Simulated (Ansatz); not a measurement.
# H₂ + SnH₃O radical: a complex and its separated parts, part 2 of 2

Ansatz 0.2.0, Gaussian basis. The steps go on from the part before.

**13. CAM-B3LYP-D4/def2-TZVPP**

The inputs:

parta/in.yaml

```yaml
crystal:
  periodic: [false, false, false]
  atoms:
    - {symbol: H, position_ang: [-1.044797, 0.694110, -1.818652]}
    - {symbol: H, position_ang: [-1.191136, 0.649321, -2.548961]}
basis:
  gaussian: {orbitals: def2-TZVPP}
hamiltonian: {xc: {name: CAM-B3LYP}, dispersion: d4}
```

partb/in.yaml

```yaml
crystal:
  periodic: [false, false, false]
  atoms:
    - {symbol: Sn, position_ang: [1.137835, -0.316992, 1.222340]}
    - {symbol: O, position_ang: [-0.475350, 0.648356, 0.613065]}
    - {symbol: H, position_ang: [0.657672, -1.955475, 1.528713]}
    - {symbol: H, position_ang: [2.162175, -0.201236, -0.157280]}
    - {symbol: H, position_ang: [-1.246299, 0.481915, 1.160775]}
basis:
  gaussian: {orbitals: def2-TZVPP}
magnetization: {spin_polarized: true, initial_magnetization: 1}
hamiltonian: {xc: {name: CAM-B3LYP}, dispersion: d4}
```

Each run has its own folder and the same command.

The run is started by

```bash
$ ansatz run in.yaml --threads 4 --pin off --events-out ev --progress --plain --max-ram 9574MiB
```

Log of parta (excerpt; [...] marks lines left out):

```text
Functional definition: CAM-B3LYP
  name "CAM-B3LYP"
  cite "Yanai, Tew & Handy, Chem. Phys. Lett. 393, 51 (2004) doi:10.1016/j.cplett.2004.06.011"
  cite "Iikura, Tsuneda, Yanai & Hirao, J. Chem. Phys. 115, 3540 (2001) doi:10.1063/1.1383587"
  cite "Becke, Phys. Rev. A 38, 3098 (1988) doi:10.1103/PhysRevA.38.3098"
  cite "Lee, Yang & Parr, Phys. Rev. B 37, 785 (1988) doi:10.1103/PhysRevB.37.785"
[...]
  # Exact exchange under (alpha + beta erf(omega r))/r, Becke's under what is left of 1/r.
[...]
118 factors; their error is unknown
42 factors; integrals over basis functions are off by at most 6.3e-5 eV
[...]
mean field -31.88030395 eV, -1.1715795610 hartree, gradient 6.4e-5 eV, S^2 0.000000; 0 other end points of the search recorded, 0 dependent functions left out
reference -31.88037389 eV, -1.1715821312 hartree; 1, 1 occupied and 27, 27 virtual orbitals, 118 factors
Total energy: -31.88188729 eV, -1.1716377477 hartree
```

Log of partb (excerpt; [...] marks lines left out):

```text
[... 6 set-up lines as earlier in the session ...]
[...]
  # Exact exchange under (alpha + beta erf(omega r))/r, Becke's under what is left of 1/r.
[...]
760 factors; their error is unknown
180 factors; integrals over basis functions are off by at most 2.0e-5 eV
[...]
mean field -7926.39090687 eV, -291.2894931269 hartree, gradient 5.8e-5 eV, S^2 0.753837; 0 other end points of the search recorded, 0 dependent functions left out
reference -7926.39102129 eV, -291.2894973317 hartree; 17, 16 occupied and 106, 107 virtual orbitals, 760 factors
Total energy: -7926.44539485 eV, -291.2914955232 hartree
```

Times: 0.1 s (parta), 1.1 s (partb) on 4 threads of Arm Neoverse V2, shared host.

**14. wB97X-V/def2-TZVPP**

The same edit goes into each in.yaml of step 13 (parta, partb):

```diff
-hamiltonian: {xc: {name: CAM-B3LYP}, dispersion: d4}
+hamiltonian: {xc: {name: wB97X-V}}
```

One command serves all of them, each in its own folder.

The run is started by

```bash
$ ansatz run in.yaml --threads 4 --pin off --events-out ev --progress --plain --max-ram 9574MiB
```

parta printed (excerpt; [...] marks lines left out):

```text
Functional definition: wB97X-V
  name "wB97X-V"
  cite "Mardirossian & Head-Gordon, Phys. Chem. Chem. Phys. 16, 9904 (2014) doi:10.1039/C3CP54374A"
[... 2 set-up lines as earlier in the session ...]
[...]
      + integral(e_c_pw_opposite_spin*poly(b97_u_opposite, cos0, cos1)) + vv10(b, c)
118 factors; their error is unknown
42 factors; integrals over basis functions are off by at most 3.0e-5 eV
[...]
mean field -31.90860000 eV, -1.1726194215 hartree, gradient 8.8e-5 eV, S^2 0.000000; 0 other end points of the search recorded, 0 dependent functions left out
reference -31.90859900 eV, -1.1726193848 hartree; 1, 1 occupied and 27, 27 virtual orbitals, 118 factors
Total energy: -31.90859900 eV, -1.1726193848 hartree
```

Log of partb (excerpt; [...] marks lines left out):

```text
[... 5 set-up lines as earlier in the session ...]
[...]
      + integral(e_c_pw_opposite_spin*poly(b97_u_opposite, cos0, cos1)) + vv10(b, c)
760 factors; their error is unknown
177 factors; integrals over basis functions are off by at most 8.5e-6 eV
[...]
mean field -7926.16926075 eV, -291.2813477821 hartree, gradient 8.5e-5 eV, S^2 0.753714; 0 other end points of the search recorded, 0 dependent functions left out
reference -7926.16925979 eV, -291.2813477466 hartree; 17, 16 occupied and 106, 107 virtual orbitals, 760 factors
Total energy: -7926.16925979 eV, -291.2813477466 hartree
```

Wall times: 0.15 s (parta), 3.1 s (partb) on 4 threads of Arm Neoverse V2, shared host.

**15. wB97M-V/def2-TZVPP**

The same edit goes into each in.yaml of step 14 (parta, partb):

```diff
-hamiltonian: {xc: {name: wB97X-V}}
+hamiltonian: {xc: {name: wB97M-V}}
```

Each run has its own folder and the same command.

The run is started by

```bash
$ ansatz run in.yaml --threads 4 --pin off --events-out ev --progress --plain --max-ram 9574MiB
```

parta printed (excerpt; [...] marks lines left out):

```text
Functional definition: wB97M-V
  name "wB97M-V"
  cite "Mardirossian & Head-Gordon, J. Chem. Phys. 144, 214110 (2016) doi:10.1063/1.4952647"
[... 2 set-up lines as earlier in the session ...]
  # Of w^i u^j: cxij and so on, Table III.
[...]
  gx(w, u) = 1 - cx + cx01*u + cx10*w
[...]
      + integral(e_c_pw_mod_opposite_spin*gos(b97_w_opposite, b97_u_opposite)) + vv10(b, c)
118 factors; their error is unknown
42 factors; integrals over basis functions are off by at most 3.0e-5 eV
[...]
mean field -31.60111449 eV, -1.1613195376 hartree, gradient 7.3e-6 eV, S^2 0.000000; 0 other end points of the search recorded, 0 dependent functions left out
reference -31.60113875 eV, -1.1613204290 hartree; 1, 1 occupied and 27, 27 virtual orbitals, 118 factors
Total energy: -31.60113875 eV, -1.1613204290 hartree
```

Log of partb (excerpt; [...] marks lines left out):

```text
[... 5 set-up lines as earlier in the session ...]
  # Of w^i u^j: cxij and so on, Table III.
[...]
  gx(w, u) = 1 - cx + cx01*u + cx10*w
[...]
      + integral(e_c_pw_mod_opposite_spin*gos(b97_w_opposite, b97_u_opposite)) + vv10(b, c)
760 factors; their error is unknown
177 factors; integrals over basis functions are off by at most 8.5e-6 eV
[...]
mean field -7925.29400345 eV, -291.2491826697 hartree, gradient 6.7e-5 eV, S^2 0.752906; 0 other end points of the search recorded, 0 dependent functions left out
reference -7925.29405419 eV, -291.2491845342 hartree; 17, 16 occupied and 106, 107 virtual orbitals, 760 factors
Total energy: -7925.29405419 eV, -291.2491845342 hartree
```

They took 0.15 s (parta), 3.3 s (partb) on 4 threads of Arm Neoverse V2, shared host.

**16. B2PLYP/def2-TZVPP**

The same edit goes into each in.yaml of step 15 (parta, partb):

```diff
-hamiltonian: {xc: {name: wB97M-V}}
+hamiltonian: {xc: {name: B2PLYP}}
```

One command serves all of them, each in its own folder.

The run is started by

```bash
$ ansatz run in.yaml --threads 4 --pin off --events-out ev --progress --plain --max-ram 9574MiB
```

Log of parta (excerpt; [...] marks lines left out):

```text
Functional definition: B2PLYP
  name "B2PLYP"
  cite "Grimme, J. Chem. Phys. 124, 034108 (2006) doi:10.1063/1.2148954"
[... 2 set-up lines as earlier in the session ...]
[...]
145 factors; integrals over basis functions are off by at most 7.3e-4 eV
[...]
mean field -31.55849127 eV, -1.1597531630 hartree, gradient 1.1e-6 eV, S^2 0.000000; 0 other end points of the search recorded, 0 dependent functions left out
reference -31.55858068 eV, -1.1597564489 hartree; 1, 1 occupied and 27, 27 virtual orbitals, 145 factors
second order -1.02366508 eV of doubles, -0.00000000 eV of singles
Total energy: -31.83497025 eV, -1.1699135783 hartree
```

partb printed (excerpt; [...] marks lines left out):

```text
[... 5 set-up lines as earlier in the session ...]
[...]
903 factors; integrals over basis functions are off by at most 9.3e-4 eV
[...]
mean field -7915.42112422 eV, -290.8863610501 hartree, gradient 5.8e-6 eV, S^2 0.755033; 1 other end points of the search recorded, 0 dependent functions left out
5 core orbitals not correlated: weight in the atoms' cores, before any rotation towards them, 1.000 or more for the frozen orbitals, at most 0.000 for the correlated occupied ones
reference -7915.42127151 eV, -290.8863664629 hartree; 12, 11 occupied and 106, 107 virtual orbitals, 903 factors
second order -18.39575528 eV of doubles, -0.00000000 eV of singles
Total energy: -7920.38812544 eV, -291.0688949780 hartree
```

Wall times: 0.1 s (parta), 1.9 s (partb) on 4 threads of Arm Neoverse V2, shared host.

**17. PBE-QIDH/def2-TZVPP**

The same edit goes into each in.yaml of step 16 (parta, partb):

```diff
-hamiltonian: {xc: {name: B2PLYP}}
+hamiltonian: {xc: {name: PBE-QIDH}}
```

Each run has its own folder and the same command.

The run is started by

```bash
$ ansatz run in.yaml --threads 4 --pin off --events-out ev --progress --plain --max-ram 9574MiB
```

parta printed (excerpt; [...] marks lines left out):

```text
Functional definition: PBE-QIDH
  name "PBE-QIDH"
  cite "Brémond, Sancho-García, Pérez-Jiménez & Adamo, J. Chem. Phys. 141, 031101 (2014) doi:10.1063/1.4890314"
[... 1 set-up line as earlier in the session ...]
[...]
145 factors; integrals over basis functions are off by at most 7.3e-4 eV
[...]
mean field -31.52725075 eV, -1.1586050950 hartree, gradient 1.4e-6 eV, S^2 0.000000; 0 other end points of the search recorded, 0 dependent functions left out
reference -31.52725717 eV, -1.1586053309 hartree; 1, 1 occupied and 27, 27 virtual orbitals, 145 factors
second order -0.95920624 eV of doubles, -0.00000000 eV of singles
Total energy: -31.84699258 eV, -1.1703553907 hartree
```

Output in partb (excerpt; [...] marks lines left out):

```text
[... 4 set-up lines as earlier in the session ...]
[...]
903 factors; integrals over basis functions are off by at most 9.3e-4 eV
[...]
mean field -7913.99450702 eV, -290.8339338347 hartree, gradient 8.3e-6 eV, S^2 0.755231; 0 other end points of the search recorded, 0 dependent functions left out
5 core orbitals not correlated: weight in the atoms' cores, before any rotation towards them, 1.000 or more for the frozen orbitals, at most 0.000 for the correlated occupied ones
reference -7913.99452058 eV, -290.8339343330 hartree; 12, 11 occupied and 106, 107 virtual orbitals, 903 factors
second order -17.09168490 eV of doubles, -0.00000000 eV of singles
Total energy: -7919.69174888 eV, -291.0433036113 hartree
```

They took 0.1 s (parta), 1.4 s (partb) on 4 threads of Arm Neoverse V2, shared host.

**18. RPA on PBE/def2-TZVPP**

Each input of step 17 (parta, partb) changes in the same lines:

```diff
-hamiltonian: {xc: {name: PBE-QIDH}}
+hamiltonian: {xc: pbe}
+correlation: {method: rpa}
```

The same command starts each run, in its folder.

The run is started by

```bash
$ ansatz run in.yaml --threads 4 --pin off --events-out ev --progress --plain --max-ram 9574MiB
```

Output in parta (excerpt; [...] marks lines left out):

```text
[... 4 set-up lines as earlier in the session ...]
[...]
145 factors; integrals over basis functions are off by at most 7.3e-4 eV
[...]
mean field -31.73221748 eV, -1.1661374836 hartree, gradient 1.4e-6 eV, S^2 0.000000; 0 other end points of the search recorded, 0 dependent functions left out
reference -30.80639961 eV, -1.1321143042 hartree; 1, 1 occupied and 27, 27 virtual orbitals, 145 factors
Total energy: -32.86230456 eV, -1.2076674177 hartree
```

Output in partb (excerpt; [...] marks lines left out):

```text
[... 4 set-up lines as earlier in the session ...]
[...]
903 factors; integrals over basis functions are off by at most 9.3e-4 eV
[...]
mean field -7925.15385419 eV, -291.2440322793 hartree, gradient 3.6e-6 eV, S^2 0.751552; 1 other end points of the search recorded, 0 dependent functions left out
5 core orbitals not correlated: weight in the atoms' cores, before any rotation towards them, 1.000 or more for the frozen orbitals, at most 0.000 for the correlated occupied ones
reference -7889.38876555 eV, -289.9296895143 hartree; 12, 11 occupied and 106, 107 virtual orbitals, 903 factors
Total energy: -7912.61564700 eV, -290.7832616639 hartree
```

Times: 0.1 s (parta), 1.8 s (partb) on 4 threads of Arm Neoverse V2, shared host.

**19. CCSD(T)/def2-TZVPP**

Edit parta/in.yaml of step 18 so:

```diff
@@ -7,3 +7,2 @@
   gaussian: {orbitals: def2-TZVPP}
-hamiltonian: {xc: pbe}
-correlation: {method: rpa}
+correlation: {method: ccsd_t}
```

Edit partb/in.yaml of step 18 so:

```diff
@@ -11,3 +11,3 @@
 magnetization: {spin_polarized: true, initial_magnetization: 1}
-hamiltonian: {xc: pbe}
-correlation: {method: rpa}
+correlation: {method: ccsd_t}
+scf: {omitted_lower_state_checks: [cluster_reference]}
```

The same command starts each run, in its folder.

The run is started by

```bash
$ ansatz run in.yaml --threads 4 --pin off --events-out ev --progress --plain --max-ram 9574MiB
```

Log of parta (excerpt; [...] marks lines left out):

```text
Functional definition: HF
  name "HF"
  cite "Fock, Z. Phys. 61, 126 (1930) doi:10.1007/BF01340294"
[... 1 set-up line as earlier in the session ...]
[...]
145 factors; integrals over basis functions are off by at most 7.3e-4 eV
[...]
mean field -30.82770366 eV, -1.1328972139 hartree, gradient 4.2e-7 eV, S^2 0.000000; 0 other end points of the search recorded, 0 dependent functions left out
reference -30.82770366 eV, -1.1328972139 hartree; 1, 1 occupied and 27, 27 virtual orbitals, 145 factors
second order -0.86257517 eV of doubles, -0.00000000 eV of singles
cycle   1  -1.00723073 eV  change   -1.4e-1 eV  update   2.6e-2
[...]
cycle   7  -1.07307983 eV  change    6.2e-7 eV  update   4.2e-7
perturbative correction -0.00000000 eV, -0.0000000000 hartree
Total energy: -31.90078350 eV, -1.1723321704 hartree
```

partb printed (excerpt; [...] marks lines left out):

```text
[... 4 set-up lines as earlier in the session ...]
[...]
903 factors; integrals over basis functions are off by at most 9.3e-4 eV
[...]
mean field -7890.50478426 eV, -289.9707024453 hartree, gradient 1.9e-6 eV, S^2 0.756873; 1 other end points of the search recorded, 0 dependent functions left out
[...]
reference -7890.50478426 eV, -289.9707024453 hartree; 12, 11 occupied and 106, 107 virtual orbitals, 903 factors
second order -15.24365236 eV of doubles, -0.00000000 eV of singles
cycle   1  -14.96543788 eV  change    2.8e-1 eV  update   1.0e-1
[...]
cycle  11  -15.45740700 eV  change   -6.5e-7 eV  update   2.9e-5
perturbative correction -0.47530996 eV, -0.0174673187 hartree
Total energy: -7906.43750122 eV, -290.5562189940 hartree
Checks for a lower state left out: cluster_reference
```

Wall times: 0.1 s (parta), 19 s (partb) on 4 threads of Arm Neoverse V2, shared host; peak memory 1.4 GiB.

**20. Vibrations of H₂**

vib-parta/in.yaml reads:

```yaml
crystal:
  periodic: [false, false, false]
  atoms:
    - {symbol: H, position_ang: [-1.044797, 0.694110, -1.818652]}
    - {symbol: H, position_ang: [-1.191136, 0.649321, -2.548961]}
basis:
  gaussian: {orbitals: def2-TZVP}
hamiltonian: {xc: pbe0, dispersion: d4}
phonons: {temperatures: {t_min: 298.15, t_max: 900, t_step: 200}}
```

The run is started by

```bash
$ ansatz run in.yaml --threads 4 --pin off --events-out ev --progress --plain --max-ram 9574MiB
```

The log of the run (excerpt; [...] marks lines left out):

```text
[... 5 set-up lines as earlier in the session ...]
[...]
88 factors; their error is unknown
[...]
mean field -31.78865269 eV, -1.1682114391 hartree, gradient 1.7e-5 eV, S^2 0.000000; 0 other end points of the search recorded, 0 dependent functions left out
[...]
reference -31.78856088 eV, -1.1682080652 hartree; 1, 1 occupied and 11, 11 virtual orbitals, 88 factors
Total energy: -31.79027511 eV, -1.1682710619 hartree
Atom 0 at    -1.044797     0.694110    -1.818652 Å, force    -0.000390    -0.000119    -0.001948 eV/Å
Atom 1 at    -1.191136     0.649321    -2.548961 Å, force     0.000390     0.000119     0.001948 eV/Å
Dipole moment:     0.000000    -0.000000     0.000000 e Å
Vibrations: 4414.30 cm⁻¹, zero-point energy 0.273652 eV
```

Wall time 0.2 s (4 threads of Arm Neoverse V2, shared host).

The modes, with what each moves most:

```tsv
mode	wavenumber (cm⁻¹)	character
1	4414	H–H stretch
```

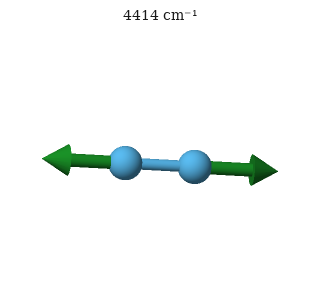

How the atoms move in 1 of the modes.

Vibrational sums (real modes only):

```tsv
T (K)	entropy (J/mol/K)	heat capacity (J/mol/K)
298	0.0	0.0
498	0.0	0.0
698	0.0	0.1
898	0.1	0.4
```

**21. Vibrations of SnH₃O radical**

vib-partb/in.yaml reads:

```yaml
crystal:
  periodic: [false, false, false]
  atoms:
    - {symbol: Sn, position_ang: [1.137835, -0.316992, 1.222340]}
    - {symbol: O, position_ang: [-0.475350, 0.648356, 0.613065]}
    - {symbol: H, position_ang: [0.657672, -1.955475, 1.528713]}
    - {symbol: H, position_ang: [2.162175, -0.201236, -0.157280]}
    - {symbol: H, position_ang: [-1.246299, 0.481915, 1.160775]}
basis:
  gaussian: {orbitals: def2-TZVP}
magnetization: {spin_polarized: true, initial_magnetization: 1}
hamiltonian: {xc: pbe0, dispersion: d4}
phonons: {temperatures: {t_min: 298.15, t_max: 900, t_step: 200}}
```

The run is started by

```bash
$ ansatz run in.yaml --threads 4 --pin off --events-out ev --progress --plain --max-ram 9574MiB
```

The log of the run (excerpt; [...] marks lines left out):

```text
[... 5 set-up lines as earlier in the session ...]
[...]
744 factors; their error is unknown
[...]
mean field -7925.30822494 eV, -291.2497052998 hartree, gradient 3.1e-5 eV, S^2 0.752704; 0 other end points of the search recorded, 0 dependent functions left out
[...]
Atom 2 at     0.657672    -1.955475     1.528713 Å, force     0.000128     0.000479    -0.000612 eV/Å
Atom 3 at     2.162175    -0.201236    -0.157280 Å, force    -0.000576    -0.000437     0.000649 eV/Å
Atom 4 at    -1.246299     0.481915     1.160775 Å, force     0.000257     0.000196     0.000032 eV/Å
Dipole moment:     0.049794    -0.173661     0.311637 e Å
Vibrations: 248.68 492.19 561.66 608.51 677.71 836.25 1797.32 1869.85 3890.67 cm⁻¹, zero-point energy 0.680848 eV
```

Wall time 18 s (4 threads of Arm Neoverse V2, shared host).

The modes, with what each moves most:

```tsv
mode	wavenumber (cm⁻¹)	character
1	249	torsion
2	492	bend
3	562	bend
4	609	Sn–O stretch
5	678	bend with torsion
6	836	bend
7	1797	Sn–H stretch
8	1870	Sn–H stretch
9	3891	O–H stretch
```

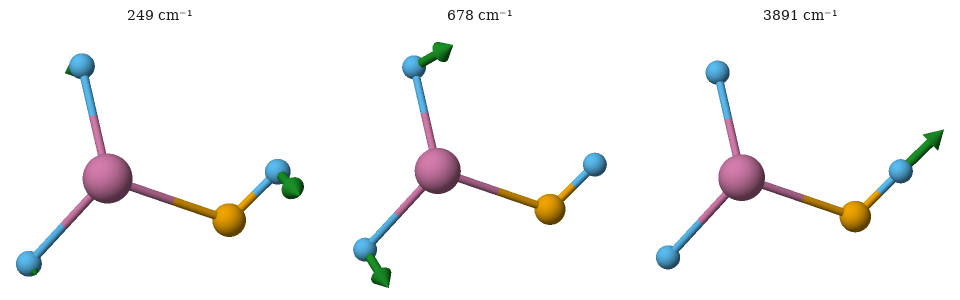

Displacements of 3 modes, as arrows.

Vibrational sums (real modes only):

```tsv
T (K)	entropy (J/mol/K)	heat capacity (J/mol/K)
298	16.3	27.9
498	34.3	41.9
698	49.8	50.0
898	63.1	55.4
```

**22. Complex less separated parts**

The complex's own energies come from single points at the same levels.

Rows are in def2-TZVPP; times add the 3 runs of a level on a shared host, so small differences are noise.

Differences are taken before rounding.

```tsv
method	rung	complex less parts (kJ/mol)	from CCSD(T) (kJ/mol)	time
SPW92	LDA	-8.5	-4.5	1.2 s
PBE-D4	GGA	-5.5	-1.5	2.1 s
BLYP-D4	GGA	-4.2	-0.2	2 s
r2SCAN-D4	meta-GGA	-3.4	+0.6	4.1 s
B97M-V	meta-GGA	-4.4	-0.4	7.7 s
PBE0-D4	hybrid	-5.0	-0.9	2.5 s
B3LYP-D4	hybrid	-4.5	-0.5	2.4 s
r2SCAN0-D4	hybrid	-3.8	+0.2	5 s
BHLYP-D4	hybrid	-4.9	-0.9	2.7 s
CAM-B3LYP-D4	range-separated hybrid	-5.1	-1.1	2.7 s
wB97X-V	range-separated hybrid	-4.4	-0.4	7.2 s
wB97M-V	range-separated hybrid	-4.3	-0.3	7.7 s
B2PLYP	double hybrid	-3.1	+0.9	4.1 s
PBE-QIDH	double hybrid	-3.6	+0.4	3.5 s
RPA on PBE	RPA	-2.7	+1.3	4.5 s
Hartree-Fock	wavefunction	-0.8	+3.2	
MP2	wavefunction	-4.0	0.0	
CCSD	wavefunction	-3.6	+0.5	
CCSD(T)	wavefunction	-4.0	0	65 s
```

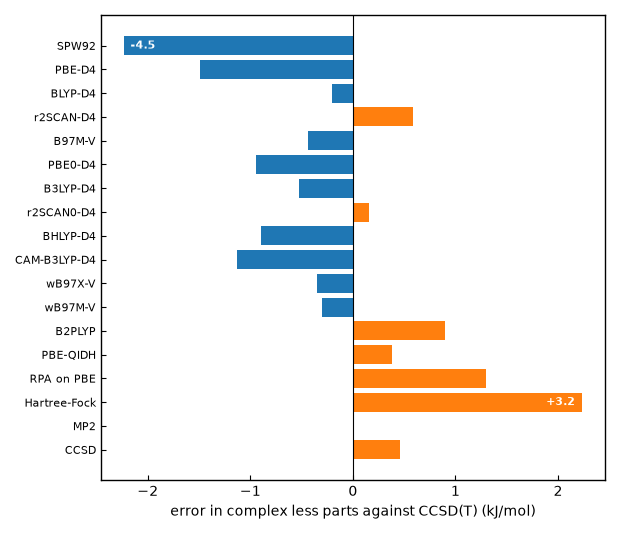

Deviations from CCSD(T), method by method. Bars with a number in them are cut short.

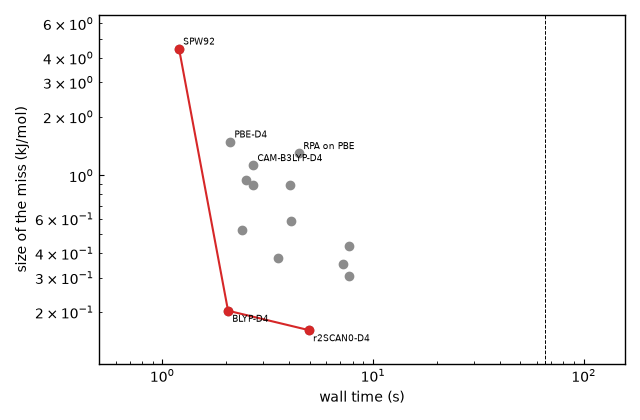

Miss against cost. Red marks the levels that no quicker level drawn beats (of those quicker than the yardstick), and the dashed line is the time of CCSD(T). Only those levels and the largest misses are named. Times are from a shared host.

For cost: r2SCAN0-D4 gets within 0.2 kJ/mol in 5 s, where CCSD(T) took 65 s; the quickest level in the cost chart, SPW92, takes 1.2 s and misses by 4.5 kJ/mol.

The complex's zero-point energy, from a separate PBE0-D4 run, is 1.010 eV.

**23. Results**

What follows sums up all 2 parts.

```
                              quantity        value
complex less parts, CCSD(T)/def2-TZVPP  -4.0 kJ/mol
                with zero-point energy  +1.3 kJ/mol
                 largest T1 diagnostic        0.017
```

What this shows: At CCSD(T) the complex lies 4.0 kJ/mol below its parts. r2SCAN0-D4 is the best functional here (+0.2 kJ/mol from CCSD(T)); SPW92 is the worst (-4.5 kJ/mol). BLYP-D4 is as near within the digits shown. Mean unsigned error by rung: LDA 4.5, GGA 0.8, meta-GGA 0.5, hybrid 0.6, range-separated hybrid 0.6, double hybrid 0.6 kJ/mol. PBE-D4 gives a relative energy 1.5 kJ/mol too low, an error of 37 % of the reference. No counterpoise was applied, and triple zeta lacks some correlation, so the CCSD(T) reference has a basis error of its own, and close matches with it are partly luck.
